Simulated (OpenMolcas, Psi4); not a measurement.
# TiHCl3O (SMILES Cl[Ti](Cl)(Cl)O): methods side by side

TiHCl3O has 6 atoms, charge 0, and is taken as a singlet. As SMILES, `Cl[Ti](Cl)(Cl)O`. Geometry: relaxed at PBE0-D4/def2-TZVP.

Each level gives the HOMO–LUMO gap (eV). The values are calculated.

```tsv
level	kind	program	value (eV)	CPU time
HF/def2-SVP	Hartree–Fock	Psi4	12.84	5.4 s
SVWN5/def2-SVP	LDA	OpenMolcas	3.71	43 s
BLYP/def2-SVP	GGA	OpenMolcas	3.70	46 s
PBE/def2-SVP	GGA	OpenMolcas	3.74	49 s
revPBE/def2-SVP	GGA	OpenMolcas	3.75	47 s
M06-2X/def2-SVP	hybrid meta-GGA	OpenMolcas	8.23	53 s
PBE0/def2-SVP	global hybrid	OpenMolcas	5.86	52 s
B2PLYP/def2-SVP	double hybrid	OpenMolcas	8.33	36 s
```

The values span 3.70 to 12.84 eV. Orbital gaps aren't excitation energies, and those of double hybrids come from the SCF part alone; they tend to grow with the share of exact exchange. CPU times are rough (shared hosts, several kinds of processor): they show what a rung costs within a factor of a few.

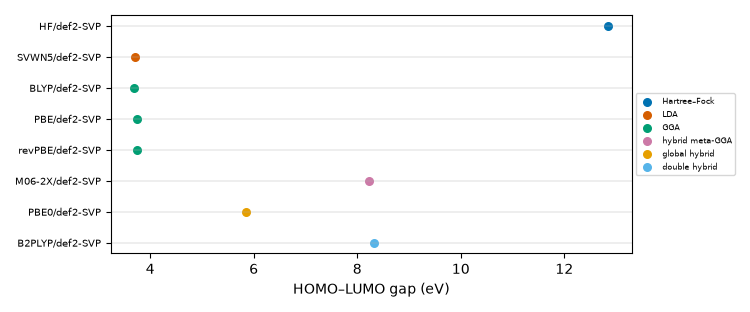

The values of the table, level by level.
